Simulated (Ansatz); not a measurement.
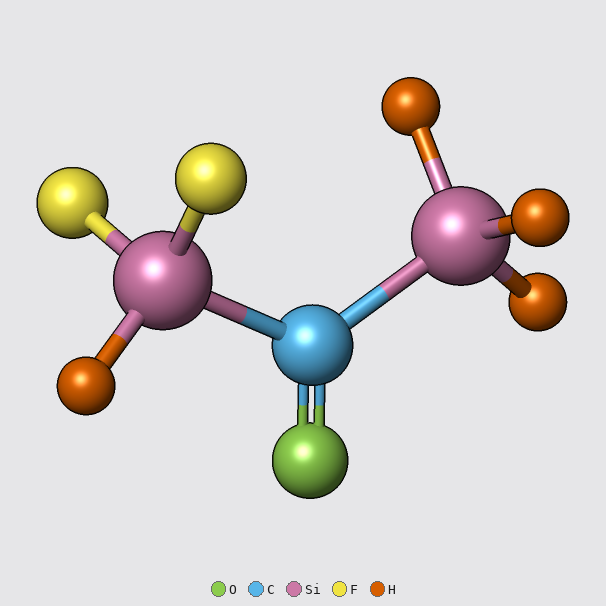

Simulated data, not a measurement (program: Ansatz).

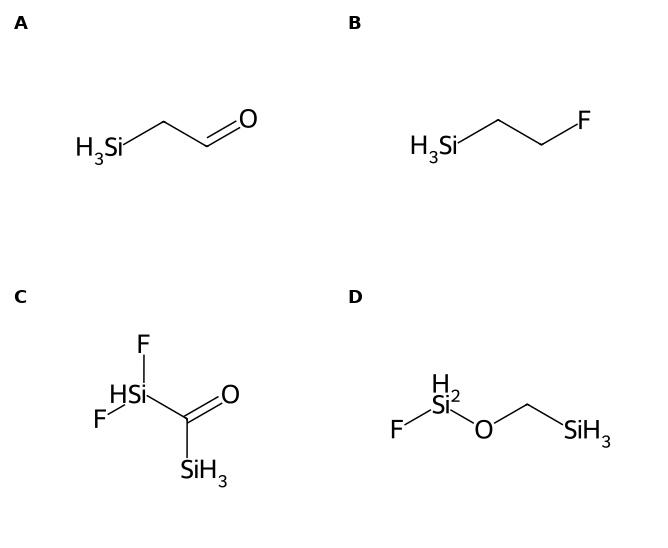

> Which structural formula matches the 3D model?

C, `O=C([SiH3])[SiH](F)F`.
